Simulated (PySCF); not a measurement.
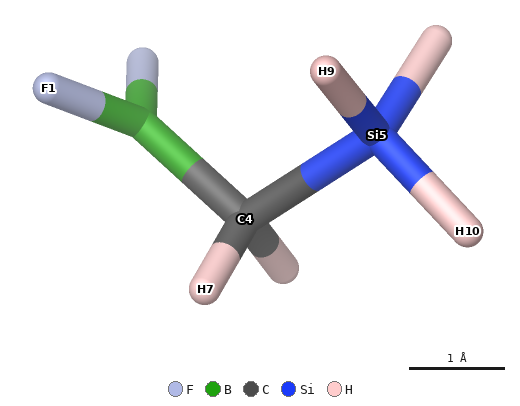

This is the input geometry for a relaxation of CH5BF2Si. Style: stick. Shown at a tilt.

The start comes from GFN2-xTB. Its atoms were then displaced at random by about 0.01 Å.

Method: PBE0-D3(BJ)/def2-SVP geometry optimisation, gas phase in PySCF.

```xyz
10

F    -1.9548    0.4204    1.3553
B    -1.4949    0.3412    0.1216
F    -2.0195    1.2326   -0.7223
C    -0.3341   -0.6451   -0.2698
Si    1.3477    0.1381    0.0543
H    -0.4154   -0.9106   -1.3219
H    -0.4114   -1.5646    0.3193
H     1.5096    1.3672   -0.7390
H     1.4797    0.4540    1.5089
H     2.3434   -0.8540   -0.3275
```

What does the optimiser find from here?

Answer. Over 13 geometry steps the energy falls by 5.41 kJ/mol. The atom that moves furthest after the best rigid fit is H10 (0.064 Å). By element the largest moves are H 0.064 Å, C 0.036 Å, F 0.028 Å, Si 0.023 Å, B 0.014 Å. Among the contacts that change: Si5–H10 1.457 → 1.493 Å, B2–C4 1.573 → 1.548 Å, Si5–H8 1.472 → 1.494 Å, C4–H6 1.088 → 1.101 Å. Among the angles between lasting bonds that change: C4–Si5–H10 106.4° → 110.0°, Si5–C4–H6 109.6° → 107.2°. The run took 40 s on 1 thread of Arm Neoverse V1, on a shared host.

Step by step:

```csv
step,"E − E(0), kJ/mol"
0,0.00
1,-3.74
2,-4.45
3,-4.89
4,-5.12
5,-5.25
6,-5.23
7,-5.40
8,-5.42
9,-5.18
10,-5.34
11,-5.42
12,-5.41
13,-5.41
```

The structure at the end:

```xyz
10

F    -1.9680    0.4102    1.3624
B    -1.4919    0.3517    0.1298
F    -2.0003    1.2159   -0.7330
C    -0.3684   -0.6386   -0.2633
Si    1.3381    0.1175    0.0562
H    -0.4186   -0.8872   -1.3347
H    -0.4307   -1.5616    0.3339
H     1.4981    1.3672   -0.7462
H     1.4852    0.4551    1.5037
H     2.4069   -0.8510   -0.3298
```

After the run, drawn alike:

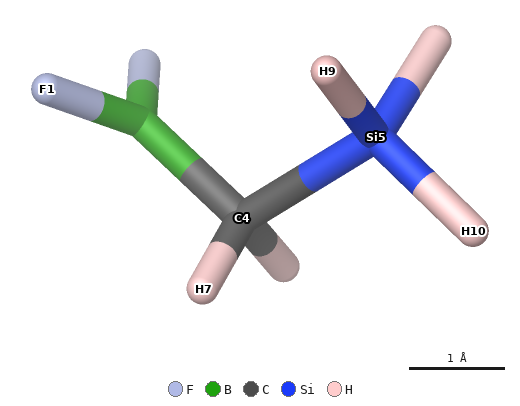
